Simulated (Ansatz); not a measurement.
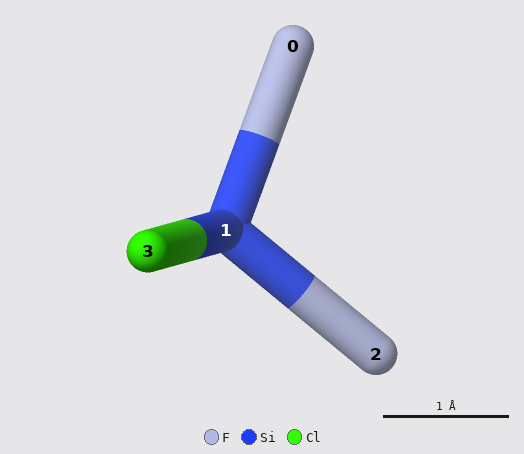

The picture shows the input geometry. Atoms are numbered from 0, in the order of the input.

Ansatz 0.2.0 input:

```yaml
crystal:
  periodic: [false, false, false]
  atoms:
    - {symbol: F, position_ang: [1.306339, 0.135795, 0.793295]}
    - {symbol: Si, position_ang: [0.225141, -0.323521, -0.263693]}
    - {symbol: F, position_ang: [-0.875989, -1.151928, 0.509894]}
    - {symbol: Cl, position_ang: [-0.722176, 1.465699, -1.098786]}
basis:
  gaussian: {orbitals: def2-TZVPP}
magnetization: {spin_polarized: true, initial_magnetization: 1}
correlation: {method: ccsd_t}
scf: {omitted_lower_state_checks: [cluster_reference]}
```

Result:

```
Functional definition: HF
  name "HF"
  cite "Fock, Z. Phys. 61, 126 (1930) doi:10.1007/BF01340294"
  parent pbe
  exchange = exact_x
  correlation = 0
these checks for a lower state are left out or cut short: cluster_reference
916 factors; integrals over basis functions are off by at most 6.4e-4 eV
mean field evaluation 1: about -25781.8400 eV, gradient 2.6e1 eV
mean field evaluation 2: about -25781.8467 eV, gradient 2.6e1 eV
mean field evaluation 4: about -25784.5731 eV, gradient 2.4e0 eV
mean field evaluation 8: about -25784.6693 eV, gradient 1.8e-1 eV
mean field -25784.67004581 eV, -947.5691467064 hartree, gradient 4.7e-6 eV, S^2 0.755702; 0 other end points of the search recorded, 0 dependent functions left out
12 core orbitals not correlated: weight in the atoms' cores, before any rotation towards them, 1.000 or more for the frozen orbitals, at most 0.000 for the correlated occupied ones
reference -25784.67004581 eV, -947.5691467064 hartree; 13, 12 occupied and 121, 122 virtual orbitals, 916 factors
second order -21.10968148 eV of doubles, -0.00000000 eV of singles
cycle   1  -21.09836783 eV  change    1.1e-2 eV  update   9.5e-2
cycle   2  -21.51405008 eV  change   -4.2e-1 eV  update   2.9e-2
cycle   3  -21.62540722 eV  change   -1.1e-1 eV  update   1.6e-2
cycle   4  -21.61415614 eV  change    1.1e-2 eV  update   4.8e-3
cycle   5  -21.61070530 eV  change    3.5e-3 eV  update   2.3e-3
cycle   6  -21.61231279 eV  change   -1.6e-3 eV  update   9.8e-4
cycle   7  -21.61234658 eV  change   -3.4e-5 eV  update   4.2e-4
cycle   8  -21.61237994 eV  change   -3.3e-5 eV  update   1.6e-4
cycle   9  -21.61243982 eV  change   -6.0e-5 eV  update   6.4e-5
cycle  10  -21.61239450 eV  change    4.5e-5 eV  update   3.1e-5
cycle  11  -21.61241929 eV  change   -2.5e-5 eV  update   1.4e-5
perturbative correction -0.73271474 eV, -0.0269267700 hartree
Total energy: -25807.01517984 eV, -948.3903152358 hartree
Checks for a lower state left out: cluster_reference
```
